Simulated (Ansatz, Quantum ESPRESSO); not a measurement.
# 2H-NbSTe, 1 layer: response to a perpendicular field, part 7 of 7

Aim: how 2H-NbSTe, 1 layer screens a field along its normal, and what the field does to its bands.

Quantum ESPRESSO 7.5; plane-wave DFT, RPBE, GBRV ultrasoft pseudopotentials made under PBE; geometry and cross-check by Ansatz 0.2.0 with PAW datasets.

So far. Step 14 (Valence density): The density integrates to 25.000 electrons, as the 25 of the input ask. Step 19 (Cross-check with Ansatz: field 0.1 V/Å): At 0.1 V/Å Ansatz's dipole is -0.0038 e Å against -0.0066 from pw.x, under another functional.

### 23. Self-consistent run, with ecutwfc = 14 and ecutrho = 56

One more run, with a changed input.

f1.bad.in reads:

```
&control
  prefix = 'f1.bad'
  outdir = './out'
  pseudo_dir = './pseudo'
  calculation = 'scf'
  tprnfor = .true.
  tefield = .true.
  dipfield = .true.
/
&system
  ibrav = 0
  nat = 3
  ntyp = 3
  ecutwfc = 14
  ecutrho = 56
  input_dft = 'rpbe'
  occupations = 'smearing'
  smearing = 'fd'
  degauss = 0.004
  edir = 3
  emaxpos = 0.97
  eopreg = 0.04
  eamp = 0.00194469
/
&electrons
  conv_thr = 1e-09
  mixing_beta = 0.4
  electron_maxstep = 100
  mixing_mode = 'plain'
/
ATOMIC_SPECIES
  Te  127.6000  te_pbe_v1.uspp.F.UPF
  Nb  92.9064  nb_pbe_v1.uspp.F.UPF
  S   32.0600  s_pbe_v1.4.uspp.F.UPF
CELL_PARAMETERS angstrom
  3.53190124983176 0.00000000000000 -0.00000000000000
  -1.76595062491588 3.05871620601231 0.00000000000000
  -0.00000000000000 0.00000000000000 20.42899426260000
ATOMIC_POSITIONS crystal
  Te  0.333333333333 0.666666666667 0.417425539445
  Nb  0.000000000000 -0.000000000000 0.513359579975
  S   0.333333333333 0.666666666667 0.581986021980
K_POINTS automatic
  12 12 1 0 0 0
```

Launch:

```bash
> OMP_NUM_THREADS=1 mpirun -n 4 pw.x -nk 4 -in f1.bad.in > f1.bad.out
```

The program printed:

```text
[banner, memory and clock lines left out]
Program PWSCF v.7.5 starts
[citation notice left out]

[...]
bravais-lattice index     =            0
     lattice parameter (alat)  =       6.6743  a.u.
     unit-cell volume          =    1489.3313 (a.u.)^3
     number of atoms/cell      =            3
     number of atomic types    =            3
     number of electrons       =        25.00
     number of Kohn-Sham states=           17
     kinetic-energy cutoff     =      14.0000  Ry
     charge density cutoff     =      56.0000  Ry
     scf convergence threshold =      1.0E-09
     mixing beta               =       0.4000
     number of iterations used =            8  plain     mixing
     Exchange-correlation= RPBE
                           (   1   4  44   4   0   0   0)

[...]
PseudoPot. # 1 for Te read from file:
     ./pseudo/te_pbe_v1.uspp.F.UPF
     Pseudo is Ultrasoft + core correction, Zval =  6.0
     Generated by new atomic code, or converted to UPF format
     Using radial grid of  891 points,  5 beta functions with:
                l(1) =   0
                l(2) =   0
                l(3) =   1
                l(4) =   1
                l(5) =   2
     Q(r) pseudized with  6 coefficients,  rinner =    1.800   1.800   1.800
                                                       1.800   1.800

     PseudoPot. # 2 for Nb read from file:
     ./pseudo/nb_pbe_v1.uspp.F.UPF
     Pseudo is Ultrasoft + core correction, Zval = 13.0
     Generated by new atomic code, or converted to UPF format
     Using radial grid of  887 points,  6 beta functions with:
                l(1) =   0
                l(2) =   0
                l(3) =   1
                l(4) =   1
                l(5) =   2
                l(6) =   2
     Q(r) pseudized with  6 coefficients,  rinner =    1.000   1.000   1.000
                                                       1.000   1.000

     PseudoPot. # 3 for S  read from file:
     ./pseudo/s_pbe_v1.4.uspp.F.UPF
     Pseudo is Ultrasoft + core correction, Zval =  6.0
     Generated by new atomic code, or converted to UPF format
     Using radial grid of  907 points,  6 beta functions with:
                l(1) =   0
                l(2) =   0
                l(3) =   1
                l(4) =   1
                l(5) =   2
                l(6) =   2
     Q(r) pseudized with  8 coefficients,  rinner =    1.300   1.300   1.300
                                                       1.300   1.300

     atomic species   valence    mass     pseudopotential
     Te                6.00   127.60000     Te( 1.00)
     Nb               13.00    92.90640     Nb( 1.00)
     S                 6.00    32.06000     S ( 1.00)

     No symmetry found

[...]
number of k points=    74  Fermi-Dirac smearing, width (Ry)=  0.0040
[...]
Dense  grid:    10453 G-vectors     FFT dimensions: (  15,  15,  96)

     Check: negative core charge=   -0.000144

     Initial potential from superposition of free atoms

     starting charge      24.9970, renormalised to      25.0000

     negative rho (up, down):  1.985E-01 0.000E+00

     Adding external electric field

     Computed dipole along edir(3) :
        Dipole                0.0006 Ry au,          0.0015 Debye
        Dipole field          0.0000 Ry au,

        E field amplitude [Ha a.u.]:  1.9447E-03
        Potential amp.        0.1438 Ry
        Total length         37.0610 bohr

     Starting wfcs are   21 randomized atomic wfcs

     per-process dynamical memory:    22.3 Mb

     Self-consistent Calculation

     iteration #  1     ecut=    14.00 Ry     beta= 0.40
     Davidson diagonalization with overlap
     ethr =  1.00E-02,  avg # of iterations =  2.0

     negative rho (up, down):  1.903E-01 0.000E+00

     Adding external electric field

     Computed dipole along edir(3) :
        Dipole               -0.0439 Ry au,         -0.1115 Debye
        Dipole field         -0.0004 Ry au,

        E field amplitude [Ha a.u.]:  1.9447E-03
        Potential amp.        0.1716 Ry
        Total length         37.0610 bohr

     total energy              =    -168.68357109 Ry
     estimated scf accuracy    <       0.38194822 Ry

     iteration #  2     ecut=    14.00 Ry     beta= 0.40
[...]
negative rho (up, down):  1.938E-01 0.000E+00

[...]
Dipole               -0.1295 Ry au,         -0.3292 Debye
[...]
E field amplitude [Ha a.u.]:  1.9447E-03
[...]
total energy              =    -168.68514950 Ry
     estimated scf accuracy    <       0.80241126 Ry

     iteration #  3     ecut=    14.00 Ry     beta= 0.40
[...]
negative rho (up, down):  1.920E-01 0.000E+00

[...]
Dipole                0.1301 Ry au,          0.3306 Debye
[...]
E field amplitude [Ha a.u.]:  1.9447E-03
[...]
total energy              =    -168.79288861 Ry
     estimated scf accuracy    <       0.08732040 Ry

     iteration #  4     ecut=    14.00 Ry     beta= 0.40
[...]
negative rho (up, down):  1.903E-01 0.000E+00

[...]
Dipole               -0.0236 Ry au,         -0.0600 Debye
[...]
E field amplitude [Ha a.u.]:  1.9447E-03
[...]
total energy              =    -168.79714146 Ry
     estimated scf accuracy    <       0.12556884 Ry

     iteration #  5     ecut=    14.00 Ry     beta= 0.40
[...]
negative rho (up, down):  1.894E-01 0.000E+00

[...]
Dipole               -0.0224 Ry au,         -0.0569 Debye
[...]
E field amplitude [Ha a.u.]:  1.9447E-03
[...]
total energy              =    -168.80711291 Ry
     estimated scf accuracy    <       0.00148970 Ry

     iteration #  6     ecut=    14.00 Ry     beta= 0.40
[...]
negative rho (up, down):  1.889E-01 0.000E+00

[...]
Dipole               -0.0129 Ry au,         -0.0329 Debye
[...]
E field amplitude [Ha a.u.]:  1.9447E-03
[...]
total energy              =    -168.80739249 Ry
     estimated scf accuracy    <       0.00032343 Ry

[...]
iteration #  9     ecut=    14.00 Ry     beta= 0.40
[...]
negative rho (up, down):  1.889E-01 0.000E+00

[...]
Dipole               -0.0133 Ry au,         -0.0339 Debye
[...]
E field amplitude [Ha a.u.]:  1.9447E-03
[...]
total energy              =    -168.80741337 Ry
     estimated scf accuracy    <       0.00000041 Ry

     iteration # 10     ecut=    14.00 Ry     beta= 0.40
[...]
negative rho (up, down):  1.889E-01 0.000E+00

[...]
Dipole               -0.0132 Ry au,         -0.0336 Debye
[...]
E field amplitude [Ha a.u.]:  1.9447E-03
[...]
total energy              =    -168.80741345 Ry
     estimated scf accuracy    <       0.00000015 Ry

     iteration # 11     ecut=    14.00 Ry     beta= 0.40
[...]
negative rho (up, down):  1.889E-01 0.000E+00

[...]
Dipole               -0.0132 Ry au,         -0.0336 Debye
[...]
E field amplitude [Ha a.u.]:  1.9447E-03
[...]
total energy              =    -168.80741344 Ry
     estimated scf accuracy    <       0.00000001 Ry

     iteration # 12     ecut=    14.00 Ry     beta= 0.40
[...]
negative rho (up, down):  1.889E-01 0.000E+00

[...]
Dipole               -0.0132 Ry au,         -0.0336 Debye
[...]
E field amplitude [Ha a.u.]:  1.9447E-03
[...]
End of self-consistent calculation

          k = 0.0000 0.0000 0.0000 (  1245 PWs)   bands (ev):

   -56.2511 -32.3610 -32.2679 -32.2679 -13.9719 -12.6243  -5.6946  -3.6642
    -3.6642  -2.8203  -1.3153  -1.3153   0.0817   0.9664   1.9775   1.9775
     2.4539

          k = 0.0000 0.0962 0.0000 (  1275 PWs)   bands (ev):

   -56.2515 -32.3798 -32.3014 -32.2743 -13.9136 -12.5678  -5.6091  -3.8734
    -3.6474  -2.7582  -1.5166  -1.3996  -0.0032   1.0648   1.7689   2.0049
     2.0646

[...]
the Fermi energy is    -0.7702 ev

!    total energy              =    -168.80741344 Ry
     estimated scf accuracy    <          9.5E-11 Ry
     smearing contrib. (-TS)   =      -0.00295928 Ry
     internal energy E=F+TS    =    -168.80445416 Ry

     The total energy is F=E-TS. E is the sum of the following terms:
     one-electron contribution =    -831.61878499 Ry
     hartree contribution      =     416.16697512 Ry
     xc contribution           =     -41.52767197 Ry
     ewald contribution        =     288.17497476 Ry
     electric field correction =       0.00005292 Ry

     convergence has been achieved in  12 iterations

     negative rho (up, down):  1.889E-01 0.000E+00

     Forces acting on atoms (cartesian axes, Ry/au):

     atom    1 type  1   force =    -0.00000007    0.00000000   -0.01908992
     atom    2 type  2   force =     0.00000007   -0.00000004    0.02140634
     atom    3 type  3   force =    -0.00000000    0.00000004   -0.00231642

     Total force =     0.028775     Total SCF correction =     0.000033

[...]
```

Run time: 6.5 s. Hardware: 4 MPI ranks of Intel Xeon Platinum 8488C (Sapphire Rapids), shared host; peak memory 0.29 GiB; 25 s of CPU time.

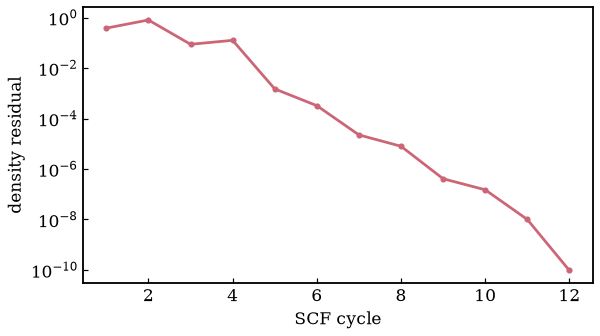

Residual by cycle in this run.

The SCF loop closed, but a setting was changed on purpose, so the numbers serve as a test and not as the result.

The fault put into the input: a cutoff far too low (system.ecutwfc = 14 and system.ecutrho = 56).

Beside the run it was changed from:

```csv
quantity,this run,unchanged run,difference
dipole along the normal (e·Å),-0.006995,-0.006621,-3.7e-4
free energy (eV),-2296.742,-2296.343,-0.40
wall time (s),6.5,35,
SCF iterations,12,9,
```

The free energy moves by -1.3e+02 meV an atom.

This run starts from superposed atoms, the unchanged one from a saved density, so their iteration counts don't compare.

The physical values in this table move by up to 5.7 %.

### 24. By hand

α = Δp/E = (-0.00662 − (-0.04026)) e Å / 0.1 V/Å = 0.3364 e Å²/V; times e/(4πε₀) = 14.40 V Å this is 4.845 Å³. With A = 10.803 Å², 4πα/A = 5.635 Å.

### 25. Summary of results

```
polarisability along the normal, a cell : 4.84 Å³
sheet polarisability 4πα/A              : 5.64 Å
dipole without a field                  : -0.0403 e·Å
```

**Reading.** The sheet answers a field with a polarisability of 4.84 Å³ a cell, or 4πα/A = 5.64 Å (RPBE, GBRV ultrasoft (made under PBE)). In pw.x the dipole follows the field linearly over the range tried. A perfect conductor 5.64 Å thick would screen alike; the outer atoms lie 3.36 Å apart. At 0.1 V/Å the sheet takes 0.564 eV off the potential drop. Quantum ESPRESSO and Ansatz give 4.845 and 4.847 Å³ for the polarisability (pw.x from 0 and 0.1 V/Å, Ansatz from ±0.1 V/Å, under PBE), which agree. The ions stay at their zero-field places, so this is the electrons' response alone. Without a field the sheet has no gap. Spin-orbit coupling is left out; depending on the atoms that carry the levels of interest, it can split and shift them by tens to hundreds of meV. The runs have no spin polarisation although the electron count is odd.

[Logs are printed without paths, hosts, clocks, repeated set-up lines and the standing remarks that a program may print on its own settings, such as how far it seeks lower states.]

[Hosts, paths, dates, database ids (printed as entryN), source tags and the programs' standing remarks are cut or masked in the printed files.]

[Maps of the electrostatic potential energy from Ansatz leave out the sawtooth potential of an applied field or a dipole correction, so their vacuum need not be flat; planar profiles and work functions include it.]
